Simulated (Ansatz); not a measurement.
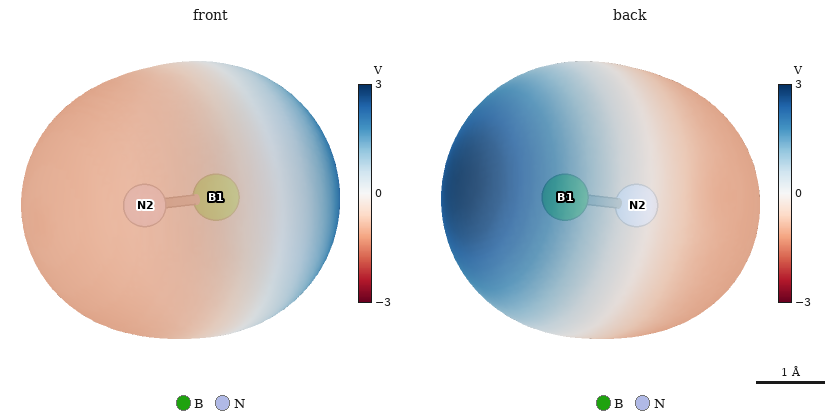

Figure. BN (SMILES B#N). The electrostatic potential painted on the density surface at 0.001 e/bohr³, seen from the front and from behind; the colour scale runs from red (negative) to blue (positive).

Geometry: B3LYP/6-31G*.

Theory: isolated molecule in a Gaussian basis; Kohn-Sham density functional theory, functional PBE0 (Ansatz 0.2.0).

Input file:

```
crystal:
  periodic: [false, false, false]
  atoms:
    - {symbol: B, position_ang: [0.000000, 0.000000, -0.635464]}
    - {symbol: N, position_ang: [0.000000, 0.000000, 0.635464]}
basis:
  gaussian:
    orbitals: def2-TZVPD
hamiltonian:
  xc: pbe0
output: {forces: true, orbitals: {seedname: orbitals}}
```

Launched as:

```sh
ansatz run input.yaml --threads 1 --pin off --max-ram 2610MiB --events-out events.jsonl --progress --plain --runs-dir runs
```

Q: Where is the surface potential most negative and most positive?

A: The most negative region (about −1.0 V) lies over N2, the most positive (about +2.9 V) over B1. N2 is the likeliest acceptor of a hydrogen bond.
